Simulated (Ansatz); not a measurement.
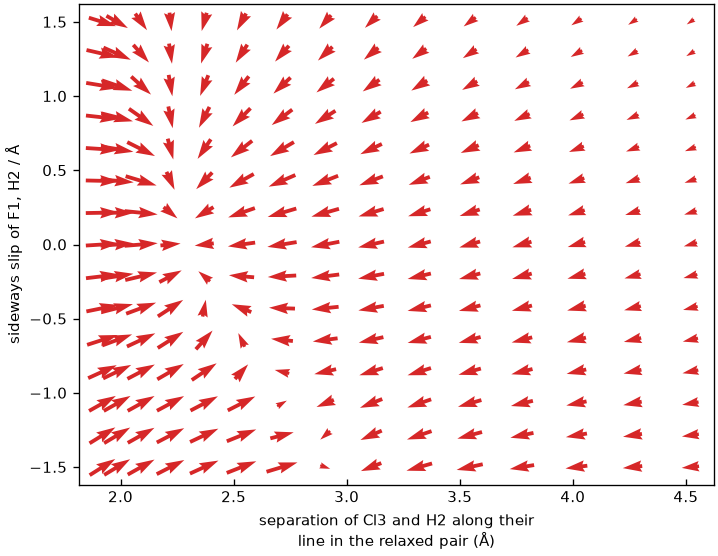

The pair FH···BCl₃. First axis: separation of Cl3 and H2 along their line in the relaxed pair. Second axis: sideways slip of F1, H2. Nothing is relaxed (both partners rigid). The scan uses a 15 × 15 grid. Points are written as (first, second). Level of theory: Ansatz, RKS PBE-D4/def2-SVPD.

In the figure: arrows along the force (downhill), their lengths compressed.

> The arrows alone are given. Where is the energy lowest?

The arrows converge at about (2.286 Å, −0.001 Å) (read from the interpolated surface).

The energy map of the same scan:

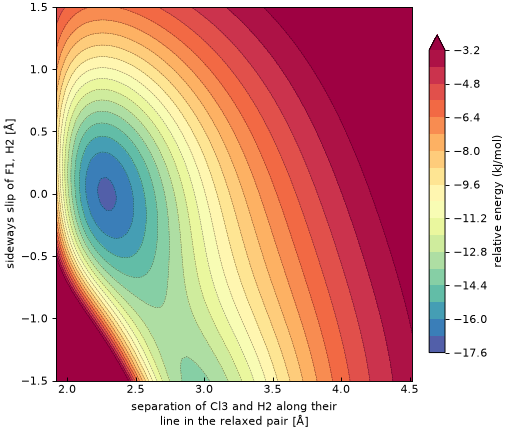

Energies are in kJ/mol, from the two partners far apart, frozen as in the relaxed pair, each in its own basis (no counterpoise correction); between grid points the surface is interpolated.
